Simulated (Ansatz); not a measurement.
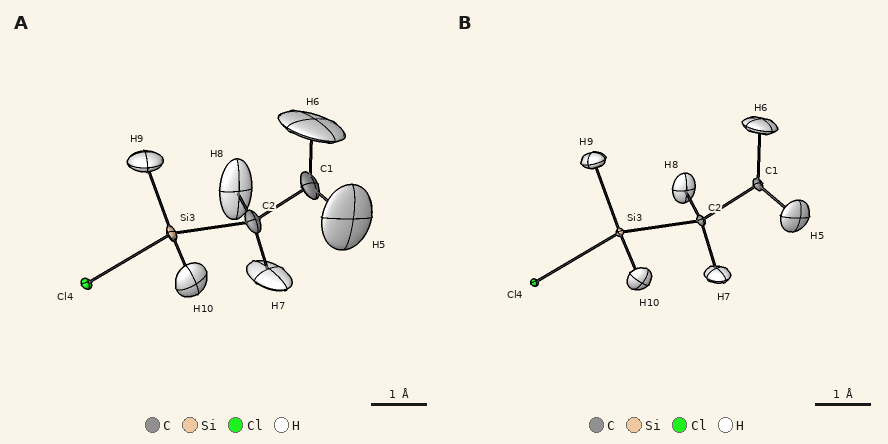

Displacement ellipsoids at the 50 % level, from the internal vibrations of the free molecule (harmonic, no overall translation or rotation; no half-axis is drawn under 0.075 Å). Charge 0, doublet. Vibrations computed with UKS PBE0-D4/def2-TZVP (Ansatz 0.2.0). One panel is for 100 K, the other for 600 K.

> Which panel is for 600 K?

A.

> How much does the mean-square displacement of C1 grow, and why?

U_eq goes from 0.0044 to 0.0188 Å², a factor of 4.3. Modes below kT (417 cm⁻¹ at 600 K) grow about in proportion to T, and the lowest lies at 92 cm⁻¹; the mean-square amplitude of a mode is its zero-point value times coth(ħω/2kT), which comes close to 1 only above about 3kT.
